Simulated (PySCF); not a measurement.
Energy landscape of BeF2, singlet: map of symmetric stretch and bend. Scanned: Be-F bond length and F-Be-F angle.

Cartesian coordinates as functions of the variables (Å; names that start with a are angles):
```
Be  0  0  0
F  r*sin(a/2)  0  r*cos(a/2)
F  -r*sin(a/2)  0  r*cos(a/2)
```

Computed with MP2 on RHF/cc-pVDZ, 2 core orbitals frozen (PySCF).

Energy in kJ/mol above the lowest grid point; x is the Be-F bond length (Å), y the F-Be-F angle (°).

```
y \ x    1.17   1.24   1.31   1.38   1.45   1.52   1.59   1.66   1.73   1.79   1.86
------  -----  -----  -----  -----  -----  -----  -----  -----  -----  -----  -----
180     327.0  143.5   43.5    1.5    0.0   26.9   73.6  133.7  202.6  266.0  342.6
171.36  328.6  145.2   45.1    3.1    1.5   28.3   74.9  135.0  203.8  267.2  343.8
162.73  333.8  150.4   50.2    7.9    6.1   32.7   79.1  139.0  207.7  270.9  347.3
154.09  343.4  159.8   59.2   16.4   14.2   40.4   86.4  146.0  214.4  277.3  353.5
145.45  359.0  174.3   72.8   29.2   26.3   51.8   97.3  156.3  224.2  286.7  362.5
136.82  382.4  195.5   92.0   46.9   42.8   67.4  112.0  170.3  237.4  299.4  374.5
128.18  415.9  225.1  118.4   70.8   64.7   87.8  131.1  188.3  254.4  315.6  389.9
119.55  462.6  265.4  153.8  102.3   93.1  113.8  155.3  210.8  275.6  335.7  408.7
110.91  528.0  320.5  201.2  143.8  130.0  147.1  185.7  238.9  301.7  360.3  431.8
102.27  621.8  397.1  265.5  199.0  178.3  190.0  224.3  274.1  334.0  390.5  459.8
93.64   762.3  508.9  356.5  275.0  243.3  246.7  274.5  319.0  374.7  428.1  494.2
85      983.5  682.9  495.0  387.4  336.6  325.8  342.8  379.0  427.9  476.5  537.9
```

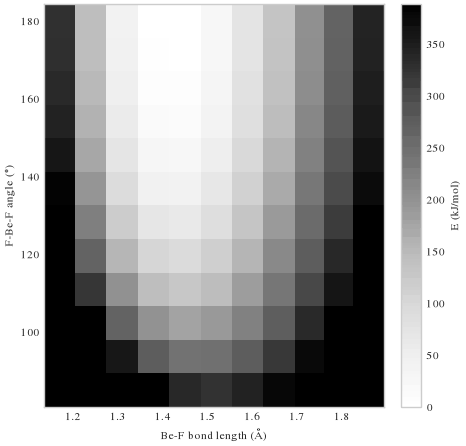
Figure: Energy surface, cut off at 388 kJ/mol.

Points that lie below all their neighbours on the grid: x = 1.45, y = 180 on the edge of the grid (0.0 kJ/mol).
